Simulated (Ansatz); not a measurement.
**H₅NOSi + HF: a complex and its separated parts, part 1 of 2**

The complex below is one end of an elementary step. How strongly is it bound against its free parts?

Computed with Ansatz 0.2.0, Gaussian basis. Level: PBE0-D4/def2-TZVP structures, single points in def2-TZVPP, no counterpoise correction.

Levels: SPW92, PBE-D4, BLYP-D4, r2SCAN-D4, B97M-V, PBE0-D4, B3LYP-D4, r2SCAN0-D4, BHLYP-D4, CAM-B3LYP-D4, wB97X-V, wB97M-V, B2PLYP, PBE-QIDH, RPA on PBE, Hartree-Fock, MP2, CCSD, CCSD(T).

Cores are frozen in the correlated methods. B3LYP uses VWN-RPA correlation. B2PLYP carries no dispersion term here.

94 further runs of the same task are left out: 94 set aside as unsound or not needed. Runs told in other sessions of the task aren't counted.

## (1) The system as given

The complex: 10 atoms, charge 0, spin multiplicity 1.

Atoms are counted from 1 here; the program's logs count them from 0.

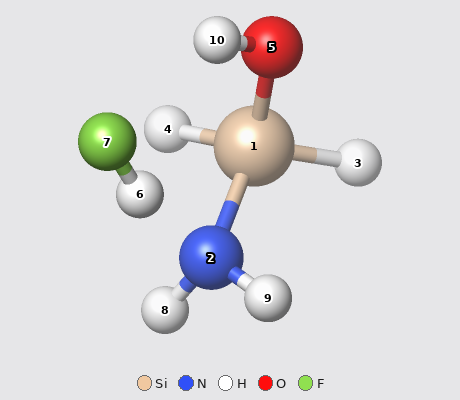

The starting geometry (silicon light orange, nitrogen blue, hydrogen white, oxygen red, fluorine green); atoms are numbered from 1 in the order of the file.

Coordinates:

```xyz
10
charge 0, multiplicity 1
Si   -0.6687    0.3749   -0.6950
N     0.0844   -1.0651   -0.0229
H    -0.8786    0.2948   -2.1585
H    -1.9630    0.4694    0.0259
O     0.3334    1.6370   -0.4524
H     0.8468   -0.3584    1.2648
F     1.2346    0.2628    1.8975
H    -0.5512   -1.7828    0.3003
H     0.8123   -1.4976   -0.5780
H     0.7499    1.6650    0.4188
```

Its parts: H₅NOSi holds atoms 1, 2, 3, 4, 5, 8, 9, 10; HF holds atoms 6, 7. Each part counts its atoms afresh in its own runs.

## (2) Relaxing H₅NOSi alone

Input file relax-a/in.yaml:

```yaml
crystal:
  periodic: [false, false, false]
  atoms:
    - {symbol: Si, position_ang: [-0.668742, 0.374932, -0.695036]}
    - {symbol: N, position_ang: [0.084446, -1.065102, -0.022948]}
    - {symbol: H, position_ang: [-0.878580, 0.294810, -2.158498]}
    - {symbol: H, position_ang: [-1.962995, 0.469448, 0.025853]}
    - {symbol: O, position_ang: [0.333433, 1.636952, -0.452447]}
    - {symbol: H, position_ang: [-0.551179, -1.782827, 0.300260]}
    - {symbol: H, position_ang: [0.812258, -1.497592, -0.577996]}
    - {symbol: H, position_ang: [0.749920, 1.664981, 0.418753]}
basis:
  gaussian: {orbitals: def2-TZVP}
hamiltonian: {xc: pbe0, dispersion: d4}
relax: {f_tol: 0.005, max_steps: 200}
```

The run is started by

```sh
> ansatz run in.yaml --threads 4 --pin off --events-out ev --progress --plain --max-ram 9574MiB
```

Log, shortened:

```text
Functional definition: PBE0
  name "PBE0"
  cite "Adamo & Barone, J. Chem. Phys. 110, 6158 (1999) doi:10.1063/1.478522"
  cite "Perdew, Burke & Ernzerhof, Phys. Rev. Lett. 77, 3865 (1996) doi:10.1103/PhysRevLett.77.3865"
  parent pbe
[...]
794 factors; their error is unknown
[...]
mean field -11492.63661707 eV, -422.3466056884 hartree, gradient 5.2e-5 eV, S^2 0.000000; 0 other end points of the search recorded, 0 dependent functions left out
[...]
reference -11492.63664416 eV, -422.3466066839 hartree; 17, 17 occupied and 112, 112 virtual orbitals, 794 factors
[...]
Atom 0 at    -0.638869     0.331990    -0.721797 Å, force     0.000591    -0.000027    -0.001742 eV/Å
Atom 1 at    -0.061594    -1.203006    -0.254612 Å, force    -0.000872    -0.002055     0.002553 eV/Å
Atom 2 at    -0.803540     0.394044    -2.190571 Å, force    -0.000073     0.000325    -0.000199 eV/Å
Atom 3 at    -1.925275     0.487727     0.008205 Å, force     0.000830    -0.000488     0.000810 eV/Å
Atom 4 at     0.357701     1.611265    -0.420581 Å, force    -0.000311     0.000246     0.002188 eV/Å
Atom 5 at    -0.349032    -1.649460     0.598489 Å, force     0.000473     0.002039    -0.002308 eV/Å
Atom 6 at     0.736498    -1.649481    -0.672830 Å, force    -0.000277    -0.000116     0.000185 eV/Å
Atom 7 at     0.602673     1.772523     0.491637 Å, force    -0.000361     0.000076    -0.001486 eV/Å
Dipole moment:     0.146285    -0.276447     0.389309 e Å
```

Wall time 57 s (4 threads of Intel Xeon at 2.50GHz, shared host).

The steps of the relaxation: (the energy doesn't fall at every step)

```tsv
step	energy from step 1 (eV)	largest force component (eV/Å)
1	0.0000	1.2503
2	-0.0255	0.6856
3	-0.0415	0.2712
4	-0.0321	0.3357
5	-0.0384	0.8678
6	-0.0473	0.0767
7	-0.0518	0.1637
8	-0.0523	0.1653
9	-0.0537	0.0529
10	-0.0539	0.0803
11	-0.0544	0.0364
12	-0.0544	0.0269
13	-0.0546	0.0152
14	0.0247	2.1622
15	-0.0546	0.0401
16	-0.0550	0.0231
17	-0.0550	0.0959
18	-0.0552	0.0264
19	-0.0554	0.0197
20	-0.0555	0.0134
21	-0.0555	0.0111
22	-0.0555	0.0026
```

Close pairs (by a distance rule), those that changed most:

```tsv
bond	before (Å)	after (Å)	change (Å)
Si1–N2	1.759	1.705	-0.053
Si1–O5	1.630	1.649	+0.020
O5–H8	0.966	0.958	-0.008
N2–H6	1.012	1.005	-0.007
N2–H7	1.012	1.006	-0.007
Si1–H4	1.484	1.487	+0.003
Si1–H3	1.481	1.479	-0.001
```

## (3) Relaxing HF alone

Input file relax-b/in.yaml:

```yaml
crystal:
  periodic: [false, false, false]
  atoms:
    - {symbol: H, position_ang: [0.846816, -0.358386, 1.264779]}
    - {symbol: F, position_ang: [1.234625, 0.262783, 1.897483]}
basis:
  gaussian: {orbitals: def2-TZVP}
hamiltonian: {xc: pbe0, dispersion: d4}
relax: {f_tol: 0.005, max_steps: 200}
```

The run is started by

```sh
> ansatz run in.yaml --threads 4 --pin off --events-out ev --progress --plain --max-ram 9574MiB
```

Log, shortened:

```text
[... 5 set-up lines as earlier in the session ...]
[...]
200 factors; their error is unknown
[...]
mean field -2731.73997805 eV, -100.3895925535 hartree, gradient 7.0e-6 eV, S^2 0.000000; 0 other end points of the search recorded, 0 dependent functions left out
[...]
reference -2731.80170840 eV, -100.3918611022 hartree; 5, 5 occupied and 32, 32 virtual orbitals, 200 factors
Total energy: -2731.80322170 eV, -100.3919167147 hartree
Atom 0 at     0.856375    -0.343076     1.280374 Å, force     0.000030     0.000048     0.000049 eV/Å
Atom 1 at     1.225066     0.247473     1.881888 Å, force    -0.000030    -0.000048    -0.000049 eV/Å
Dipole moment:    -0.160622    -0.257274    -0.262052 e Å
```

It took 1.7 s on 4 threads of Intel Xeon at 2.50GHz, shared host.

Along the way:

```tsv
step	energy from step 1 (eV)	largest force component (eV/Å)
1	0.0000	1.5977
2	-0.0581	0.4210
3	-0.0616	0.0581
4	-0.0617	0.0165
5	-0.0617	0.0000
```

The bond:

```tsv
bond	before (Å)	after (Å)	change (Å)
H1–F2	0.968	0.920	-0.048
```

## (4) SPW92/def2-TZVPP

Input file parta/in.yaml:

```yaml
crystal:
  periodic: [false, false, false]
  atoms:
    - {symbol: Si, position_ang: [-0.638869, 0.331990, -0.721797]}
    - {symbol: N, position_ang: [-0.061594, -1.203006, -0.254612]}
    - {symbol: H, position_ang: [-0.803540, 0.394044, -2.190571]}
    - {symbol: H, position_ang: [-1.925275, 0.487727, 0.008205]}
    - {symbol: O, position_ang: [0.357701, 1.611265, -0.420581]}
    - {symbol: H, position_ang: [-0.349032, -1.649460, 0.598489]}
    - {symbol: H, position_ang: [0.736498, -1.649481, -0.672830]}
    - {symbol: H, position_ang: [0.602673, 1.772523, 0.491637]}
basis:
  gaussian: {orbitals: def2-TZVPP}
hamiltonian: {xc: lda}
```

Input file partb/in.yaml:

```yaml
crystal:
  periodic: [false, false, false]
  atoms:
    - {symbol: H, position_ang: [0.856375, -0.343076, 1.280374]}
    - {symbol: F, position_ang: [1.225066, 0.247473, 1.881888]}
basis:
  gaussian: {orbitals: def2-TZVPP}
hamiltonian: {xc: lda}
```

One command serves all of them, each in its own folder.

The run is started by

```sh
> ansatz run in.yaml --threads 4 --pin off --events-out ev --progress --plain --max-ram 9574MiB
```

Output in parta, shortened:

```text
Functional definition: SPW92
  name "SPW92"
  cite "Dirac, Proc. Camb. Phil. Soc. 26, 376 (1930) doi:10.1017/S0305004100016108"
  cite "Slater, Phys. Rev. 81, 385 (1951) doi:10.1103/PhysRev.81.385"
  cite "Perdew & Wang, Phys. Rev. B 45, 13244 (1992) doi:10.1103/PhysRevB.45.13244"
[...]
889 factors; their error is unknown
[...]
mean field -11440.77020186 eV, -420.4405500859 hartree, gradient 5.9e-5 eV, S^2 0.000000; 0 other end points of the search recorded, 0 dependent functions left out
reference -11440.77023608 eV, -420.4405513433 hartree; 17, 17 occupied and 157, 157 virtual orbitals, 889 factors
Total energy: -11440.77023608 eV, -420.4405513433 hartree
```

partb printed, shortened:

```text
[... 5 set-up lines as earlier in the session ...]
[...]
215 factors; their error is unknown
[...]
mean field -2716.76651814 eV, -99.8393280511 hartree, gradient 3.5e-5 eV, S^2 0.000000; 0 other end points of the search recorded, 0 dependent functions left out
reference -2716.76652922 eV, -99.8393284584 hartree; 5, 5 occupied and 40, 40 virtual orbitals, 215 factors
Total energy: -2716.76652922 eV, -99.8393284584 hartree
```

They took 1.2 s (parta), 0.3 s (partb) on 4 threads of Intel Xeon at 2.50GHz, shared host.

## (5) PBE-D4/def2-TZVPP

Each input of step 4 (parta, partb) changes in the same lines:

```diff
-hamiltonian: {xc: lda}
+hamiltonian: {xc: pbe, dispersion: d4}
```

The same command starts each run, in its folder.

The run is started by

```sh
> ansatz run in.yaml --threads 4 --pin off --events-out ev --progress --plain --max-ram 9574MiB
```

parta printed, shortened:

```text
Functional definition: PBE
  name "PBE"
[... 2 set-up lines as earlier in the session ...]
[...]
889 factors; their error is unknown
[...]
mean field -11491.81834742 eV, -422.3165348335 hartree, gradient 5.9e-5 eV, S^2 0.000000; 0 other end points of the search recorded, 0 dependent functions left out
reference -11491.81838377 eV, -422.3165361692 hartree; 17, 17 occupied and 157, 157 virtual orbitals, 889 factors
Total energy: -11491.93284754 eV, -422.3207426351 hartree
```

Log of partb, shortened:

```text
[... 4 set-up lines as earlier in the session ...]
[...]
215 factors; their error is unknown
[...]
mean field -2731.84359275 eV, -100.3934003234 hartree, gradient 4.7e-5 eV, S^2 0.000000; 0 other end points of the search recorded, 0 dependent functions left out
reference -2731.84360486 eV, -100.3934007684 hartree; 5, 5 occupied and 40, 40 virtual orbitals, 215 factors
Total energy: -2731.84549875 eV, -100.3934703675 hartree
```

They took 1.8 s (parta), 0.36 s (partb) on 4 threads of Intel Xeon at 2.50GHz, shared host.

## (6) BLYP-D4/def2-TZVPP

The same edit goes into each in.yaml of step 5 (parta, partb):

```diff
-hamiltonian: {xc: pbe, dispersion: d4}
+hamiltonian: {xc: {name: BLYP}, dispersion: d4}
```

One command serves all of them, each in its own folder.

The run is started by

```sh
> ansatz run in.yaml --threads 4 --pin off --events-out ev --progress --plain --max-ram 9574MiB
```

Output in parta, shortened:

```text
Functional definition: BLYP
  name "BLYP"
  cite "Becke, Phys. Rev. A 38, 3098 (1988) doi:10.1103/PhysRevA.38.3098"
  cite "Lee, Yang & Parr, Phys. Rev. B 37, 785 (1988) doi:10.1103/PhysRevB.37.785"
[...]
889 factors; their error is unknown
[...]
mean field -11499.08645702 eV, -422.5836329347 hartree, gradient 4.2e-5 eV, S^2 0.000000; 0 other end points of the search recorded, 0 dependent functions left out
reference -11499.08676223 eV, -422.5836441510 hartree; 17, 17 occupied and 157, 157 virtual orbitals, 889 factors
Total energy: -11499.34550543 eV, -422.5931527884 hartree
```

Output in partb, shortened:

```text
[... 4 set-up lines as earlier in the session ...]
[...]
215 factors; their error is unknown
[...]
mean field -2734.23794182 eV, -100.4813910289 hartree, gradient 3.9e-5 eV, S^2 0.000000; 0 other end points of the search recorded, 0 dependent functions left out
reference -2734.23806543 eV, -100.4813955714 hartree; 5, 5 occupied and 40, 40 virtual orbitals, 215 factors
Total energy: -2734.24264743 eV, -100.4815639569 hartree
```

Wall times: 2 s (parta), 0.3 s (partb) on 4 threads of Intel Xeon at 2.50GHz, shared host.

## (7) r2SCAN-D4/def2-TZVPP

Each input of step 6 (parta, partb) changes in the same lines:

```diff
-hamiltonian: {xc: {name: BLYP}, dispersion: d4}
+hamiltonian: {xc: r2scan, dispersion: d4}
```

The same command starts each run, in its folder.

The run is started by

```sh
> ansatz run in.yaml --threads 4 --pin off --events-out ev --progress --plain --max-ram 9574MiB
```

Log of parta, shortened:

```text
Functional definition: r2SCAN
  name "r2SCAN"
  cite "Furness, Kaplan, Ning, Perdew & Sun, J. Phys. Chem. Lett. 11, 8208 (2020) doi:10.1021/acs.jpclett.0c02405"
  cite "Furness, Kaplan, Ning, Perdew & Sun, J. Phys. Chem. Lett. 11, 9248 (2020) doi:10.1021/acs.jpclett.0c03077"
  parent r2scan
[...]
889 factors; their error is unknown
[...]
mean field -11497.54995080 eV, -422.5271673728 hartree, gradient 2.1e-5 eV, S^2 0.000000; 0 other end points of the search recorded, 0 dependent functions left out
reference -11497.54996167 eV, -422.5271677719 hartree; 17, 17 occupied and 157, 157 virtual orbitals, 889 factors
Total energy: -11497.57677996 eV, -422.5281533262 hartree
```

partb printed, shortened:

```text
[... 5 set-up lines as earlier in the session ...]
[...]
215 factors; their error is unknown
[...]
mean field -2733.29261895 eV, -100.4466510540 hartree, gradient 6.5e-6 eV, S^2 0.000000; 0 other end points of the search recorded, 0 dependent functions left out
reference -2733.29262213 eV, -100.4466511709 hartree; 5, 5 occupied and 40, 40 virtual orbitals, 215 factors
Total energy: -2733.29307966 eV, -100.4466679850 hartree
```

Times: 3.1 s (parta), 0.71 s (partb) on 4 threads of Intel Xeon at 2.50GHz, shared host.

## (8) B97M-V/def2-TZVPP

Each input of step 7 (parta, partb) changes in the same lines:

```diff
-hamiltonian: {xc: r2scan, dispersion: d4}
+hamiltonian: {xc: {name: B97M-V}}
```

The same command starts each run, in its folder.

The run is started by

```sh
> ansatz run in.yaml --threads 4 --pin off --events-out ev --progress --plain --max-ram 9574MiB
```

parta printed, shortened:

```text
Functional definition: B97M-V
  name "B97M-V"
  cite "Mardirossian & Head-Gordon, J. Chem. Phys. 142, 074111 (2015) doi:10.1063/1.4907719"
  cite "Becke, J. Chem. Phys. 107, 8554 (1997) doi:10.1063/1.475007"
  cite "Vydrov & Van Voorhis, J. Chem. Phys. 133, 244103 (2010) doi:10.1063/1.3521275"
  # Of w^i u^j: cxij and so on, Table III.
[...]
  gx(w, u) = cx00 + cx01*u + cx02*u^2 + (cx10 + cx11*u)*w
[...]
  gos(w, u) = cos00 + cos01*u + cos03*u^3 + cos10*w + cos32*w^3*u^2
[...]
      + integral(e_c_pw_mod_opposite_spin*gos(b97_w_opposite, b97_u_opposite)) + vv10(b, c)
889 factors; their error is unknown
[...]
mean field -11497.20062045 eV, -422.5143297190 hartree, gradient 6.9e-5 eV, S^2 0.000000; 0 other end points of the search recorded, 0 dependent functions left out
reference -11497.20067524 eV, -422.5143317327 hartree; 17, 17 occupied and 157, 157 virtual orbitals, 889 factors
Total energy: -11497.20067524 eV, -422.5143317327 hartree
```

Output in partb, shortened:

```text
[... 5 set-up lines as earlier in the session ...]
  # Of w^i u^j: cxij and so on, Table III.
[...]
  gx(w, u) = cx00 + cx01*u + cx02*u^2 + (cx10 + cx11*u)*w
[...]
  gos(w, u) = cos00 + cos01*u + cos03*u^3 + cos10*w + cos32*w^3*u^2
[...]
      + integral(e_c_pw_mod_opposite_spin*gos(b97_w_opposite, b97_u_opposite)) + vv10(b, c)
215 factors; their error is unknown
[...]
mean field -2733.38837260 eV, -100.4501699357 hartree, gradient 2.3e-5 eV, S^2 0.000000; 0 other end points of the search recorded, 0 dependent functions left out
reference -2733.38839031 eV, -100.4501705867 hartree; 5, 5 occupied and 40, 40 virtual orbitals, 215 factors
Total energy: -2733.38839031 eV, -100.4501705867 hartree
```

Wall times: 5.5 s (parta), 0.67 s (partb) on 4 threads of Intel Xeon at 2.50GHz, shared host.

## (9) PBE0-D4/def2-TZVPP

Each input of step 8 (parta, partb) changes in the same lines:

```diff
-hamiltonian: {xc: {name: B97M-V}}
+hamiltonian: {xc: pbe0, dispersion: d4}
+output: {orbitals: {seedname: orbitals}}
```

One command serves all of them, each in its own folder.

The run is started by

```sh
> ansatz run in.yaml --threads 4 --pin off --events-out ev --progress --plain --max-ram 9574MiB
```

parta printed, shortened:

```text
[... 5 set-up lines as earlier in the session ...]
[...]
892 factors; their error is unknown
[...]
mean field -11492.79421666 eV, -422.3523973665 hartree, gradient 3.6e-5 eV, S^2 0.000000; 0 other end points of the search recorded, 0 dependent functions left out
reference -11492.79424412 eV, -422.3523983758 hartree; 17, 17 occupied and 157, 157 virtual orbitals, 892 factors
Total energy: -11492.88918223 eV, -422.3558872868 hartree
```

partb printed, shortened:

```text
[... 5 set-up lines as earlier in the session ...]
[...]
215 factors; their error is unknown
[...]
mean field -2731.86111770 eV, -100.3940443535 hartree, gradient 4.0e-5 eV, S^2 0.000000; 0 other end points of the search recorded, 0 dependent functions left out
reference -2731.86112642 eV, -100.3940446738 hartree; 5, 5 occupied and 40, 40 virtual orbitals, 215 factors
Total energy: -2731.86263971 eV, -100.3941002863 hartree
```

Times: 2.8 s (parta), 0.36 s (partb) on 4 threads of Intel Xeon at 2.50GHz, shared host.

## (10) B3LYP-D4/def2-TZVPP

The same edit goes into each in.yaml of step 9 (parta, partb):

```diff
-hamiltonian: {xc: pbe0, dispersion: d4}
-output: {orbitals: {seedname: orbitals}}
+hamiltonian: {xc: {name: B3LYP}, dispersion: d4}
```

One command serves all of them, each in its own folder.

The run is started by

```sh
> ansatz run in.yaml --threads 4 --pin off --events-out ev --progress --plain --max-ram 9574MiB
```

parta printed, shortened:

```text
Functional definition: B3LYP
  name "B3LYP"
  cite "Stephens, Devlin, Chabalowski & Frisch, J. Phys. Chem. 98, 11623 (1994) doi:10.1021/j100096a001"
[... 2 set-up lines as earlier in the session ...]
  cite "Vosko, Wilk & Nusair, Can. J. Phys. 58, 1200 (1980) doi:10.1139/p80-159"
[...]
892 factors; their error is unknown
[...]
mean field -11500.91329912 eV, -422.6507681438 hartree, gradient 4.1e-5 eV, S^2 0.000000; 0 other end points of the search recorded, 0 dependent functions left out
reference -11500.91352849 eV, -422.6507765728 hartree; 17, 17 occupied and 157, 157 virtual orbitals, 892 factors
Total energy: -11501.09857687 eV, -422.6575769752 hartree
```

Output in partb, shortened:

```text
[... 6 set-up lines as earlier in the session ...]
[...]
215 factors; their error is unknown
[...]
mean field -2734.54626032 eV, -100.4927215249 hartree, gradient 1.9e-5 eV, S^2 0.000000; 0 other end points of the search recorded, 0 dependent functions left out
reference -2734.54635117 eV, -100.4927248633 hartree; 5, 5 occupied and 40, 40 virtual orbitals, 215 factors
Total energy: -2734.54934088 eV, -100.4928347333 hartree
```

Wall times: 2.7 s (parta), 0.46 s (partb) on 4 threads of Intel Xeon at 2.50GHz, shared host.

## (11) r2SCAN0-D4/def2-TZVPP

Each input of step 10 (parta, partb) changes in the same lines:

```diff
-hamiltonian: {xc: {name: B3LYP}, dispersion: d4}
+hamiltonian: {xc: {name: r2SCAN0}, dispersion: d4}
```

The same command starts each run, in its folder.

The run is started by

```sh
> ansatz run in.yaml --threads 4 --pin off --events-out ev --progress --plain --max-ram 9574MiB
```

Log of parta, shortened:

```text
Functional definition: r2SCAN0
  name "r2SCAN0"
  cite "Bursch, Neugebauer, Ehlert & Grimme, J. Chem. Phys. 156, 134105 (2022) doi:10.1063/5.0086040"
[... 3 set-up lines as earlier in the session ...]
[...]
892 factors; their error is unknown
[...]
mean field -11496.97553646 eV, -422.5060580349 hartree, gradient 4.1e-5 eV, S^2 0.000000; 0 other end points of the search recorded, 0 dependent functions left out
reference -11496.97554504 eV, -422.5060583504 hartree; 17, 17 occupied and 157, 157 virtual orbitals, 892 factors
Total energy: -11497.00674642 eV, -422.5072049799 hartree
```

Output in partb, shortened:

```text
[... 6 set-up lines as earlier in the session ...]
[...]
215 factors; their error is unknown
[...]
mean field -2732.94545859 eV, -100.4338931461 hartree, gradient 6.6e-5 eV, S^2 0.000000; 0 other end points of the search recorded, 0 dependent functions left out
reference -2732.94546105 eV, -100.4338932365 hartree; 5, 5 occupied and 40, 40 virtual orbitals, 215 factors
Total energy: -2732.94596302 eV, -100.4339116837 hartree
```

Times: 4.5 s (parta), 0.81 s (partb) on 4 threads of Intel Xeon at 2.50GHz, shared host.

## (12) BHLYP-D4/def2-TZVPP

The same edit goes into each in.yaml of step 11 (parta, partb):

```diff
-hamiltonian: {xc: {name: r2SCAN0}, dispersion: d4}
+hamiltonian: {xc: {name: BHLYP}, dispersion: d4}
```

One command serves all of them, each in its own folder.

The run is started by

```sh
> ansatz run in.yaml --threads 4 --pin off --events-out ev --progress --plain --max-ram 9574MiB
```

Log of parta, shortened:

```text
Functional definition: BHLYP
  name "BHLYP"
  cite "Becke, J. Chem. Phys. 98, 1372 (1993) doi:10.1063/1.464304"
[... 2 set-up lines as earlier in the session ...]
[...]
951 factors; their error is unknown
[...]
mean field -11498.34414574 eV, -422.5563534984 hartree, gradient 5.1e-5 eV, S^2 0.000000; 0 other end points of the search recorded, 0 dependent functions left out
reference -11498.34430154 eV, -422.5563592241 hartree; 17, 17 occupied and 157, 157 virtual orbitals, 951 factors
Total energy: -11498.47847491 eV, -422.5612900042 hartree
```

Log of partb, shortened:

```text
[... 5 set-up lines as earlier in the session ...]
[...]
234 factors; their error is unknown
[...]
mean field -2733.43313151 eV, -100.4518147954 hartree, gradient 1.2e-5 eV, S^2 0.000000; 0 other end points of the search recorded, 0 dependent functions left out
reference -2733.43319205 eV, -100.4518170201 hartree; 5, 5 occupied and 40, 40 virtual orbitals, 234 factors
Total energy: -2733.43492002 eV, -100.4518805218 hartree
```

Wall times: 3 s (parta), 0.36 s (partb) on 4 threads of Intel Xeon at 2.50GHz, shared host.

(Continued in part 2 of 2.)
